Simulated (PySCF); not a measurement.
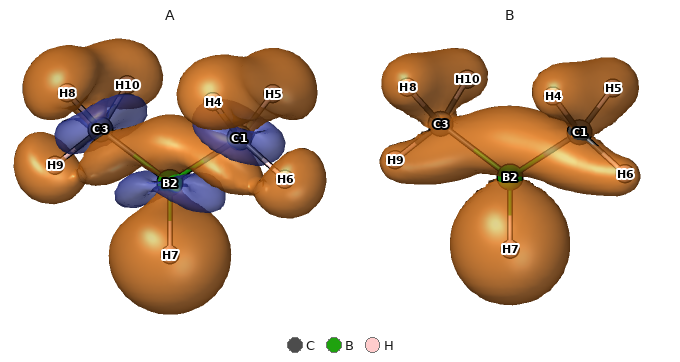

*C$_{2}$H$_{7}$B, SMILES `CBC`. The Fukui function f⁻ from two separate SCF calculations and the density of the HOMO, at ±0.02 e/Å³ (orange positive, blue negative).*

Method: PBE0/def2-TZVP; geometry: GFN2-xTB; program: PySCF. No frequency check shows the geometry to be a minimum.

> Which panel is which, and how good is the frozen-orbital picture?

A is f⁻ (it has negative regions), B the HOMO density. The HOMO lies on B2 (27 %), H7 (26 %) and C1 and C3 (15 % each); f⁻ (Hirshfeld-condensed) is largest on H7 (0.21) and B2 (0.15); the vertical ionisation energy is 11.07 eV (the stability of the cation's solution wasn't checked). Relaxation shifts 25 % of the electron between atoms. The orbital energy is −8.70 eV.
